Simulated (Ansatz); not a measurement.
# Calculations on CHO₂

Part 1: Relaxation

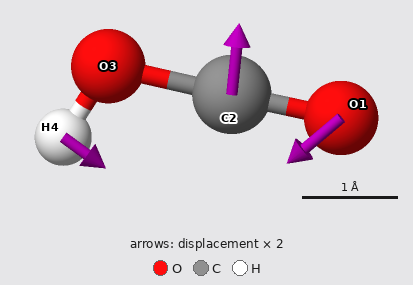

A relaxation of CHO₂ (multiplicity 2) (coarse preliminary run). The starting structure is drawn; purple arrows show the displacements, 2 times their true length. The two geometries are superimposed by the best rigid fit.

A ball-and-stick model, seen face on.

Theory: UKS PBE-D4/def2-SVP (Ansatz). Settings: force threshold 0.03 eV/Å; at most 250 steps.

**What happened in the run?**

The optimiser took 13 steps. The largest moves after the best rigid fit, 0.38 Å, are those of O1 and C2. Largest moves by element: C 0.38 Å, O 0.38 Å, H 0.28 Å. Among the contacts that change: O3–H4 0.897 → 0.993 Å, O1–C2 1.179 → 1.197 Å, C2–O3 1.337 → 1.325 Å. Among the angles between lasting bonds that change: O1–C2–O3 179.1° → 130.8°. The run took of the order of 15 core-seconds on a shared host.

Part 2: A change

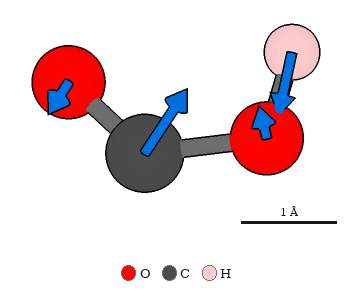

CHO2 (multiplicity 2). The blue arrows show how the atoms are displaced, magnified 10 times. Style: ball-and-stick. Shown at a tilt.

Computed with UHF-CCSD(T), frozen core/def2-TZVPP (Ansatz). 

Describe the change and its computed effect.

All atoms are moved at random (σ = 0.06 Å) from the PBE0-D4/def2-TZVP minimum. It costs 52.9 kJ/mol. The largest force is 6.6 eV/Å, on the H atom. The forces mostly point back along the displacements (cosine −0.79). At other levels of theory the same distortion costs 59.4 kJ/mol (UKS PBE-D4/def2-TZVPP), 51.8 kJ/mol (UKS r2SCAN-D4/def2-TZVPP), 47.2 kJ/mol (UKS PBE0-D4/def2-TZVPP), 49.9 kJ/mol (UKS wB97M-V/def2-TZVPP). Some distances before and after: H–O 0.976 → 0.879 Å, C–O 1.316 → 1.270 Å, C–O 1.179 → 1.145 Å. Bond angles that change, for instance: O–C–O 130.9° → 139.1°.

Part 3: A change

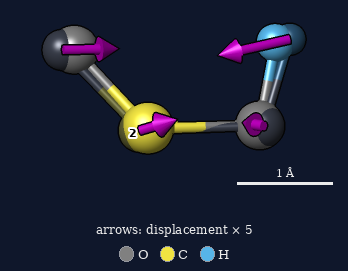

CHO$_{2}$ (multiplicity 2), drawn pale, and a changed version of it, drawn solid. The purple arrows show how the atoms are displaced, magnified 5 times. A ball-and-stick model, seen at a tilt.

Level of theory: UKS PBE-D4/def2-TZVPP (Ansatz). 

Q: What was done to the structure, and with what result?

A: All atoms are moved at random (σ = 0.12 Å) from the PBE0-D4/def2-TZVP minimum. It costs 23.0 kcal/mol. The largest force is 8.7 eV/Å, on an O atom. The forces point partly back along the displacements (cosine −0.56). At other levels of theory the same distortion costs 20.4 kcal/mol (UKS r2SCAN-D4/def2-TZVPP), 18.8 kcal/mol (UKS PBE0-D4/def2-TZVPP), 19.7 kcal/mol (UKS wB97M-V/def2-TZVPP), 21.2 kcal/mol (UHF-CCSD(T), frozen core/def2-TZVPP). Near-neighbour distances before and after: C–O 1.316 → 1.202 Å, H–O 0.976 → 0.892 Å, C–O 1.179 → 1.145 Å. Among the angles between lasting bonds that change: C–O–H 109.3° → 103.1°, O–C–O 130.9° → 128.1°.

Part 4: Distortion

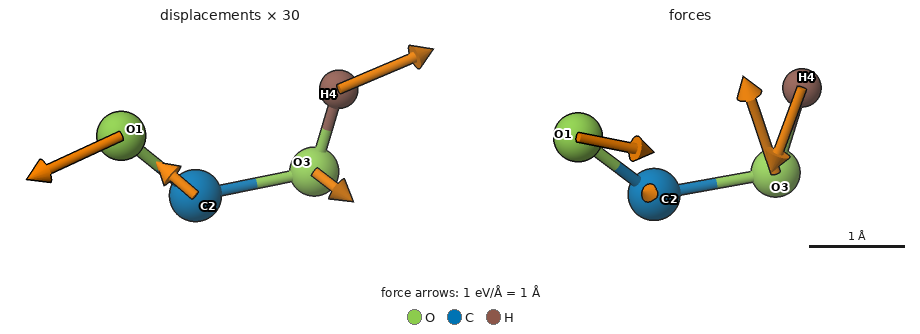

Left: CHO₂ (multiplicity 2), with orange arrows for the displacements applied to it. Right: the displaced structure with the computed forces. A ball-and-stick model, seen at a tilt.

Theory: UKS wB97M-V/def2-TZVPP in Ansatz 0.2.0. 

> How do the forces relate to the distortion?

All atoms are moved at random (σ = 0.02 Å) from the PBE0-D4/def2-TZVP minimum. Energy change: +0.031 eV. The largest force is 1.2 eV/Å, on O3. The forces point partly back along the displacements (cosine −0.56). At other levels of theory the same distortion costs −0.008 eV (UKS PBE-D4/def2-TZVPP), 0.018 eV (UKS r2SCAN-D4/def2-TZVPP), 0.035 eV (UKS PBE0-D4/def2-TZVPP), 0.016 eV (UHF-CCSD(T), frozen core/def2-TZVPP). Near-neighbour distances before and after: O3–H4 0.976 → 0.997 Å, C2–O3 1.316 → 1.337 Å, O1–C2 1.179 → 1.186 Å. Among the angles between lasting bonds that change: O1–C2–O3 130.9° → 133.2°.
